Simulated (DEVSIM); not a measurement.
Device: Si/Ge p-n heterojunction, at 300 K.

```
layer (left to right)  material  thickness (μm)  Nd (cm⁻³)  Na (cm⁻³)  τn (s)  τp (s)
---------------------  --------  --------------  ---------  ---------  ------  ------
1                            Si           0.550          -     1.4e16  1.1e-6  3.6e-6
2                            Ge            1.30     6.6e15          -  3.6e-6  3.6e-6
```

Left contact: ohmic. Right contact: ohmic. Voltage is applied to the left contact. Recombination: SRH at mid-gap, Auger. Mobility is constant in doping.

This is a model device: material constants are rounded textbook-type values typed into the input, and sizes, dopings and lifetimes were drawn at random. Values at 300 K.

| parameter | Si | Ge |
|---|---|---|
| gap (eV) | 1.124 | 0.664 |
| affinity (eV) | 4.05 | 4 |
| permittivity | 11.7 | 16 |
| Nc (cm⁻³) | 2.86e19 | 1.04e19 |
| Nv (cm⁻³) | 3.1e19 | 6e18 |
| μn (cm²/Vs) | 1417 | 3900 |
| μp (cm²/Vs) | 470 | 1900 |
| Cn (cm⁶/s) | 2.8e-31 | 1e-31 |
| Cp (cm⁶/s) | 9.9e-32 | 1e-31 |

Simulated with DEVSIM: 1D drift-diffusion, Boltzmann statistics, complete ionisation; no tunnelling, impact ionisation, image-force lowering or self-heating. Band offsets follow the typed affinities; no thermionic-emission limit at abrupt steps, no polarisation charge.

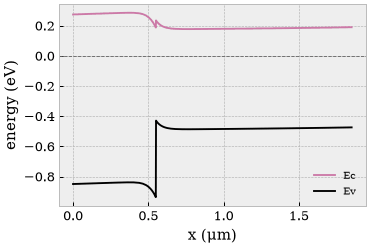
Band edges at 0.65 V on the left contact

Energies count from the Fermi level of the right contact; mesh points crowd at the junctions.

```json
[
 {"x (μm)": "0.000", "Ec (eV)": "0.275", "Ev (eV)": "-0.849", "n (cm⁻³)": "8300", "p (cm⁻³)": "1.4e16", "field (V/cm)": "330"},
 {"x (μm)": "0.005584", "Ec (eV)": "0.275", "Ev (eV)": "-0.849", "n (cm⁻³)": "5.6e12", "p (cm⁻³)": "1.4e16", "field (V/cm)": "330"},
 {"x (μm)": "0.01846", "Ec (eV)": "0.275", "Ev (eV)": "-0.849", "n (cm⁻³)": "1.8e13", "p (cm⁻³)": "1.4e16", "field (V/cm)": "330"},
 {"x (μm)": "0.04513", "Ec (eV)": "0.276", "Ev (eV)": "-0.848", "n (cm⁻³)": "4.4e13", "p (cm⁻³)": "1.4e16", "field (V/cm)": "330"},
 {"x (μm)": "0.1370", "Ec (eV)": "0.279", "Ev (eV)": "-0.845", "n (cm⁻³)": "1.3e14", "p (cm⁻³)": "1.4e16", "field (V/cm)": "330"},
 {"x (μm)": "0.2966", "Ec (eV)": "0.284", "Ev (eV)": "-0.840", "n (cm⁻³)": "2.5e14", "p (cm⁻³)": "1.4e16", "field (V/cm)": "290"},
 {"x (μm)": "0.4390", "Ec (eV)": "0.283", "Ev (eV)": "-0.841", "n (cm⁻³)": "4.3e14", "p (cm⁻³)": "1.1e16", "field (V/cm)": "-1500"},
 {"x (μm)": "0.5140", "Ec (eV)": "0.244", "Ev (eV)": "-0.880", "n (cm⁻³)": "2.1e15", "p (cm⁻³)": "1.9e15", "field (V/cm)": "-11000"},
 {"x (μm)": "0.5358", "Ec (eV)": "0.214", "Ev (eV)": "-0.910", "n (cm⁻³)": "6.8e15", "p (cm⁻³)": "4.1e14", "field (V/cm)": "-17000"},
 {"x (μm)": "0.5460", "Ec (eV)": "0.195", "Ev (eV)": "-0.929", "n (cm⁻³)": "1.4e16", "p (cm⁻³)": "7.6e13", "field (V/cm)": "-20000"},
 {"x (μm)": "0.5511", "Ec (eV)": "0.235", "Ev (eV)": "-0.429", "n (cm⁻³)": "1.1e15", "p (cm⁻³)": "4.1e16", "field (V/cm)": "-16000"},
 {"x (μm)": "0.5622", "Ec (eV)": "0.221", "Ev (eV)": "-0.443", "n (cm⁻³)": "1.9e15", "p (cm⁻³)": "2.3e16", "field (V/cm)": "-11000"},
 {"x (μm)": "0.5818", "Ec (eV)": "0.204", "Ev (eV)": "-0.460", "n (cm⁻³)": "3.7e15", "p (cm⁻³)": "1.2e16", "field (V/cm)": "-6600"},
 {"x (μm)": "0.6243", "Ec (eV)": "0.186", "Ev (eV)": "-0.478", "n (cm⁻³)": "7.3e15", "p (cm⁻³)": "5.9e15", "field (V/cm)": "-2300"},
 {"x (μm)": "0.7722", "Ec (eV)": "0.178", "Ev (eV)": "-0.486", "n (cm⁻³)": "1.0e16", "p (cm⁻³)": "3.7e15", "field (V/cm)": "22"},
 {"x (μm)": "1.056", "Ec (eV)": "0.180", "Ev (eV)": "-0.484", "n (cm⁻³)": "9.4e15", "p (cm⁻³)": "2.8e15", "field (V/cm)": "96"},
 {"x (μm)": "1.452", "Ec (eV)": "0.185", "Ev (eV)": "-0.479", "n (cm⁻³)": "8.1e15", "p (cm⁻³)": "1.5e15", "field (V/cm)": "120"},
 {"x (μm)": "1.676", "Ec (eV)": "0.188", "Ev (eV)": "-0.476", "n (cm⁻³)": "7.3e15", "p (cm⁻³)": "6.9e14", "field (V/cm)": "150"},
 {"x (μm)": "1.790", "Ec (eV)": "0.189", "Ev (eV)": "-0.475", "n (cm⁻³)": "6.8e15", "p (cm⁻³)": "2.5e14", "field (V/cm)": "160"},
 {"x (μm)": "1.826", "Ec (eV)": "0.190", "Ev (eV)": "-0.474", "n (cm⁻³)": "6.7e15", "p (cm⁻³)": "1.0e14", "field (V/cm)": "170"},
 {"x (μm)": "1.841", "Ec (eV)": "0.190", "Ev (eV)": "-0.474", "n (cm⁻³)": "6.6e15", "p (cm⁻³)": "3.6e13", "field (V/cm)": "170"},
 {"x (μm)": "1.850", "Ec (eV)": "0.190", "Ev (eV)": "-0.474", "n (cm⁻³)": "6.6e15", "p (cm⁻³)": "6.6e10", "field (V/cm)": "170"}
]
```
